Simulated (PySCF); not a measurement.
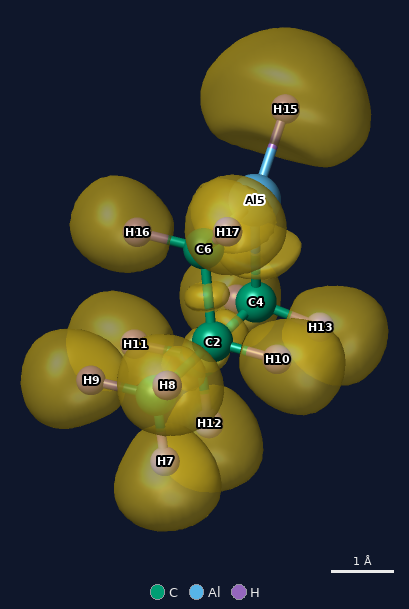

Figure 1: C5H11Al (SMILES C[C@H]1C[CH2][AlH][CH2]1). Isosurface of the electron localisation function at 0.85 (yellow), seen at an oblique angle. Only the valence region is drawn (cores and ρ < 0.01 e/Å³ removed).

Geometry: PBE0-D3(BJ)/def2-SVP.

These are results of PBE0/pcSseg-1, SCF density, gas phase, non-relativistic in PySCF, not measurements.

```xyz
17

C    -2.0425   -0.2551   -0.4227
C    -0.5304   -0.1258   -0.5423
C     0.0059    1.0823    0.2508
C     1.5371    1.1996    0.1480
Al    2.0413   -0.7023    0.1543
C     0.2264   -1.4046   -0.1212
H    -2.5582    0.6603   -0.7566
H    -2.4211   -1.0960   -1.0238
H    -2.3325   -0.4389    0.6256
H    -0.2922    0.0664   -1.6079
H    -0.2828    0.9439    1.3107
H    -0.5084    2.0015   -0.0817
H     1.8205    1.6438   -0.8266
H     1.9689    1.8627    0.9138
H     3.4494   -1.4295    0.3176
H    -0.1724   -1.7589    0.8521
H     0.0756   -2.2377   -0.8260
```

Q: What do the ELF domains correspond to?

A: The ELF exceeds this value in two regions between bonded Al–C atoms (shared pairs), four regions between bonded C–C atoms (shared pairs) and eleven regions around hydrogen nuclei.

Values along the shortest contacts:
C–C (1.52 Å): the ELF peaks at about 0.95 between the atoms: localised, covalent bonding. C–Al (1.97 Å): the ELF peaks at about 0.95 between the atoms (a polar covalent bond).
